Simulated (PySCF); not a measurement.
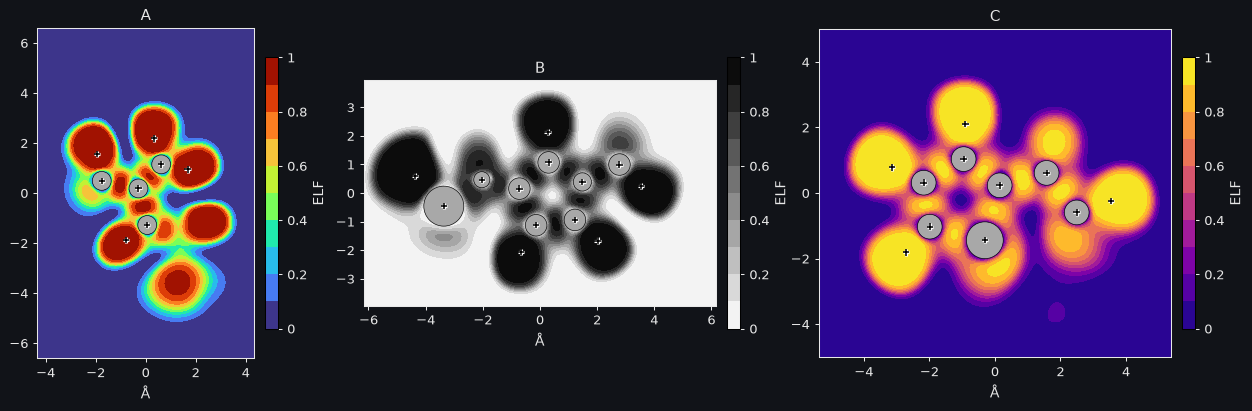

The electron localisation function of 3 systems, each on a plane through atoms (crosses mark nuclei in the plane; grey discs cover the cores).

The calculation used PySCF 2.14.0, PBE0/pcSseg-1, SCF density, gas phase, non-relativistic.

System 1: C$_{7}$H$_{13}$Al (SMILES C=C(C)[C@H]1C[CH2][AlH][CH2]1), the plane of atoms C2, C3 and H13. Geometry: GFN2-xTB.

```
atom    x (Å)    y (Å)    z (Å)
   C  -2.1025  -0.6259  -0.6953
   C  -1.4107   0.0827   0.1836
   C  -2.0882   0.9377   1.2135
   C   0.0967   0.1353   0.2033
   C   0.7669  -1.2252  -0.0753
   C   2.2899  -1.1275   0.1642
  Al   2.5416   0.6554  -0.7023
   C   0.6216   1.1900  -0.8101
   H  -1.6332  -1.2398  -1.4441
   H  -3.1796  -0.6198  -0.7009
   H  -1.7416   1.9683   1.1393
   H  -1.8466   0.5790   2.2144
   H  -3.1680   0.9218   1.0897
   H   0.4158   0.4476   1.2071
   H   0.5883  -1.4957  -1.1189
   H   0.3055  -1.9925   0.5525
   H   2.4846  -1.1589   1.2448
   H   2.7873  -2.0116  -0.2484
   H   3.8234   1.3890  -1.1416
   H   0.1320   1.0149  -1.7773
   H   0.3080   2.1921  -0.4985
```

System 2: C$_{5}$H$_{9}$NOSi (SMILES Cn1ccc(O[SiH3])c1), the plane of atoms C4, C5 and C8. Geometry: GFN2-xTB.

| atom | x (Å) | y (Å) | z (Å) |
| --- | --- | --- | --- |
| C | -2.9750 | -0.2629 | 0.2627 |
| N | -1.5415 | -0.2784 | 0.2120 |
| C | -0.7708 | -1.2529 | -0.3270 |
| C | 0.5469 | -0.8956 | -0.2075 |
| C | 0.5700 | 0.3603 | 0.4324 |
| O | 1.6487 | 1.1039 | 0.7616 |
| Si | 3.2367 | 0.8541 | 0.5622 |
| C | -0.7344 | 0.7168 | 0.6779 |
| H | -3.3581 | -1.2405 | -0.0248 |
| H | -3.3178 | -0.0322 | 1.2732 |
| H | -3.3816 | 0.4883 | -0.4203 |
| H | -1.2062 | -2.1350 | -0.7547 |
| H | 1.4027 | -1.4535 | -0.5297 |
| H | 3.6806 | -0.3576 | 1.2572 |
| H | 3.7353 | 2.0773 | 1.1703 |
| H | 3.5887 | 0.7270 | -0.8553 |
| H | -1.1311 | 1.5929 | 1.1492 |

System 3: C$_{8}$H$_{11}$AlS, the plane of atoms C4, C10 and H21. Geometry: GFN2-xTB.

```xyz
21

C     2.8226    0.5824    0.1483
C     2.5559   -0.0495    1.3156
S     1.0533   -0.9073    1.2496
C     0.7554   -0.3358   -0.3628
C    -0.5650   -0.5853   -1.0051
C    -1.3749    0.7382   -0.9282
C    -1.5474    1.1937    0.5402
Al   -1.4871   -0.6036    1.4417
C    -1.3397   -1.6874   -0.2529
C     1.7914    0.4236   -0.8077
H     3.7162    1.1543   -0.0301
H     3.1550   -0.1122    2.2013
H    -0.4065   -0.8386   -2.0616
H    -0.8762    1.5015   -1.5315
H    -2.3539    0.5477   -1.3724
H    -2.4514    1.8070    0.6186
H    -0.7219    1.8719    0.8029
H    -1.5204   -1.0414    2.9155
H    -2.2670   -1.8888   -0.8046
H    -0.7676   -2.6222   -0.2906
H     1.8204    0.8687   -1.7867
```

### Which map belongs to which system?

Panel A is system 1, C$_{7}$H$_{13}$Al: the plane holds C and H. C–C (1.32 Å): the ELF peaks at about 0.90 between the atoms (a short, multiple covalent bond). Panel B is system 2, C$_{5}$H$_{9}$NOSi: the plane holds C, N, O, Si and H. C–O (1.35 Å): the ELF peaks at about 0.90 between the atoms (a shared but strongly polarised pair). Panel C is system 3, C$_{8}$H$_{11}$AlS: the plane holds C, S and H. C–C (1.35 Å): the ELF peaks at about 0.95 between the atoms (a covalent bond).
